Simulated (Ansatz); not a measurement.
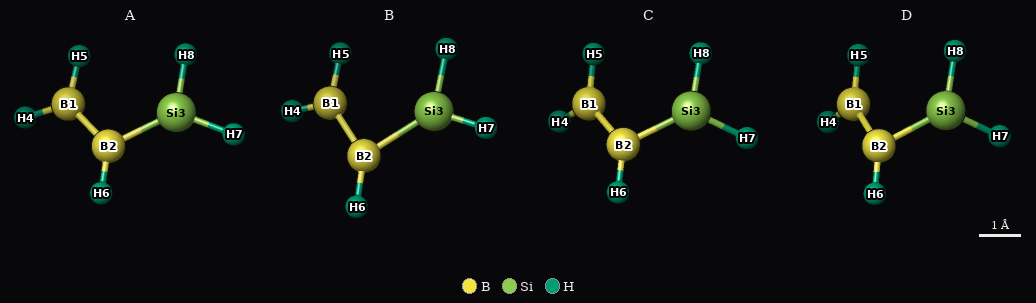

4 geometries from one relaxation of B₂SiH₅ (charge −1), in shuffled order. Style: ball-and-stick. Shown at a tilt.

It is one of the separated reactants of a reaction.

All numbers below come from Ansatz, RKS PBE-D4/def2-SVPD. (force threshold 0.03 eV/Å; at most 250 steps)

### Put them in the order of the run, from the start to the converged end.

B, A, C, D. They are steps 0, 4, 7, 13, at +188.6 kJ/mol, +9.37 kJ/mol, +5.20 kJ/mol relative to the last. The energy falls by 188.6 kJ/mol in 13 geometry steps. The largest force component goes from 6.2 to 0.02 eV/Å. H4 moves most after the best rigid fit: 0.83 Å. Largest moves by element: H 0.83 Å, B 0.45 Å, Si 0.17 Å. Some distances before and after: B1–H4 1.008 → 1.236 Å, B2–Si3 2.063 → 1.901 Å, Si3–H8 1.643 → 1.514 Å, Si3–H7 1.411 → 1.538 Å. Bond angles that change, for instance: B2–B1–H5 137.3° → 126.7°, H4–B1–H5 107.3° → 113.7°, B1–B2–H6 141.0° → 135.5°.
